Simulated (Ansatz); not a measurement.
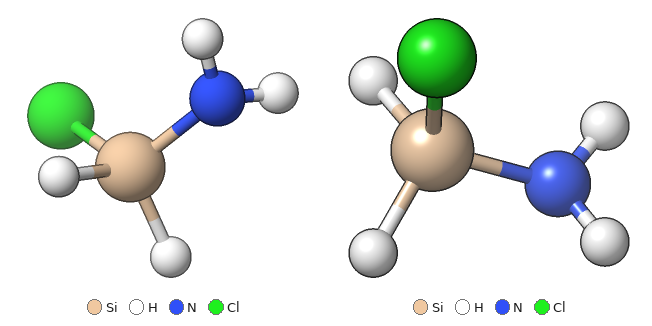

Both panels show the same species.

Question: Which formula does it have?

Answer: ClH₄NSi, 7 atoms: 1 chlorine, 4 hydrogen, 1 nitrogen and 1 silicon.

Question: What is the point group of this geometry?

Answer: Cs.

Question: How many sets of symmetry-equivalent atoms are there?

Answer: 5: 1 Si, 2 H, 1 N, 1 Cl, 2 H.

Question: How many bonds of each kind are drawn?

Answer: 2 Si–H, 2 N–H, 1 Cl–Si, 1 N–Si. Sticks follow a distance rule.

The parts below concern this one geometry. Atoms keep their numbers from picture to picture. The computed structure is the end point of a PBE0-D4/def2-TZVP optimisation.

**Electronic properties**

Properties computed with RKS PBE0-D4/def2-TZVPP (Ansatz 0.2.0).

Question: What is the dispersion correction?

Answer: −10.4 kJ/mol.

Question: Give the HOMO energy (Kohn–Sham orbital) at this level.

Answer: −8.05 eV.

Question: What is the HOMO–LUMO gap?

Answer: 8.42 eV.

**Vibrations**

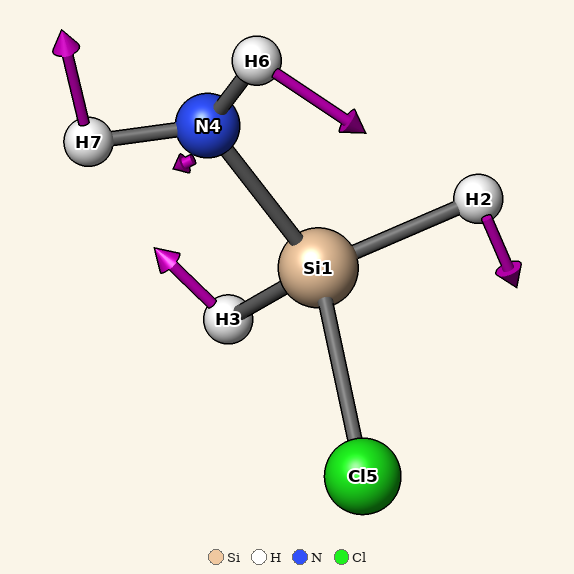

The arrows show one normal mode. Harmonic vibrations computed with RKS PBE0-D4/def2-TZVP (Ansatz 0.2.0) at a stationary point of the same level.

Question: Describe the motion.

Answer: Mostly H–N–Si bending.

Question: Estimate its harmonic wavenumber.

Answer: 912 cm⁻¹; it is mode 9 of 15 counted from the lowest.

**Dipole moment**

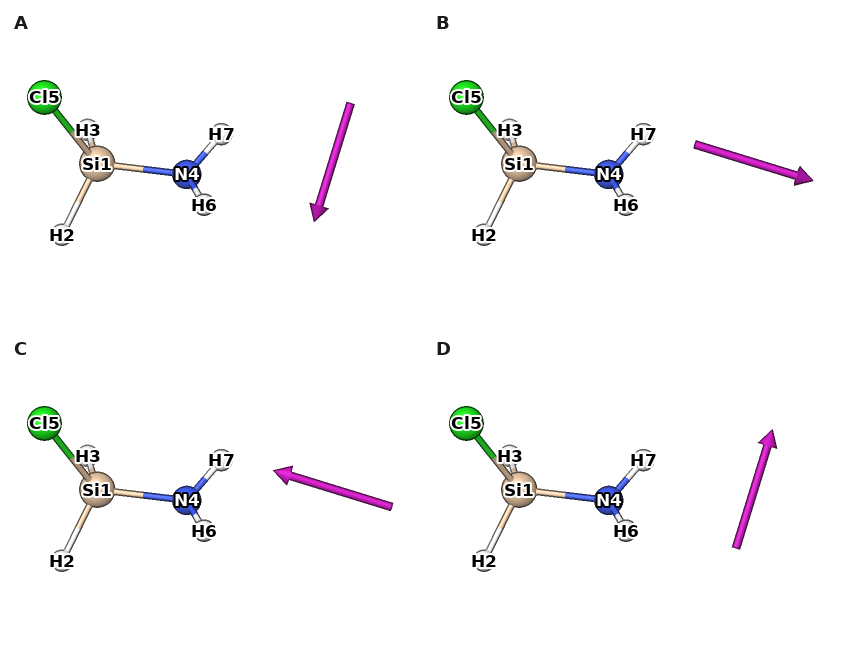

The same molecule four times, each with an arrow. Level of theory: RKS PBE0-D4/def2-TZVP (Ansatz 0.2.0).

Question: Which arrow points along the dipole moment, from the negative to the positive end?

Answer: B. The dipole moment is 2.02 D; it points from the side of Cl5 to the side of H6, H7 (the outermost atoms at the two ends).

**Charges**

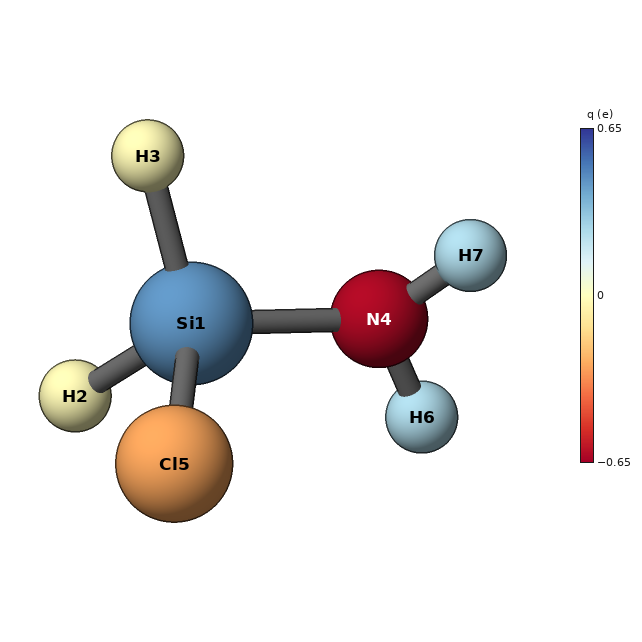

Atoms are coloured by their Mulliken charges. Method: RKS PBE0-D4/def2-TZVP (Ansatz 0.2.0).

Question: Which atom carries the highest charge (most positive or least negative)?

Answer: Si1 (0.44 e).

Question: And the lowest?

Answer: N4 (−0.62 e).

Give the Mulliken charges atom by atom.

```tsv
atom	value (e)
Si1	0.44
H2	−0.02
H3	−0.02
N4	−0.62
Cl5	−0.27
H6	0.25
H7	0.25
```

Mulliken values depend strongly on the basis set and can even reverse the polarity of a bond.
